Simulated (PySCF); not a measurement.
F6Mo, SMILES `F[Mo](F)(F)(F)(F)F`.

PySCF calculation, PBE/def2-TZVP, gas phase; geometry: GFN2-xTB. Core potentials replace the inner electrons of Mo; spin–orbit coupling isn't included. This is a single-reference result, which may miss multireference character in this system. No frequency check shows the geometry to be a minimum. A basis without diffuse functions makes polarisabilities too small. GFN2-xTB bond lengths at metals and heavier atoms can be off by up to 0.1 Å and shapes distorted, which carries into these values.

Cartesian coordinates (Å):

```
F1       1.0832   -0.6577   -1.1874
Mo2     -0.0000    0.0000   -0.0000
F3      -1.1157    0.4341   -1.2580
F4      -1.0832    0.6577    1.1874
F5       1.1157   -0.4340    1.2581
F6       0.7733    1.5475   -0.1518
F7      -0.7733   -1.5475    0.1517
```

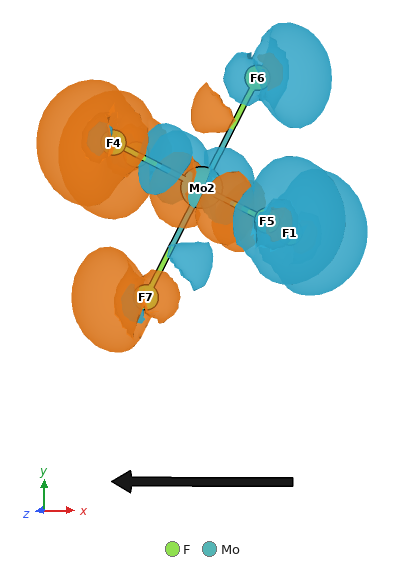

Change of the electron density in a uniform field of 0.21 V/Å along −x (arrow), surfaces at ±0.0015 e/Å³ (light blue: gain, orange: loss).

The field was applied in both directions; the picture shows the one opposite to the script's first.

Q: What dipole is induced, and what polarisability does it imply?

A: The induced dipole is 0.43 D (along the field); α along this axis, from the fields in both directions, is 42 bohr³ (6.3 Å³).
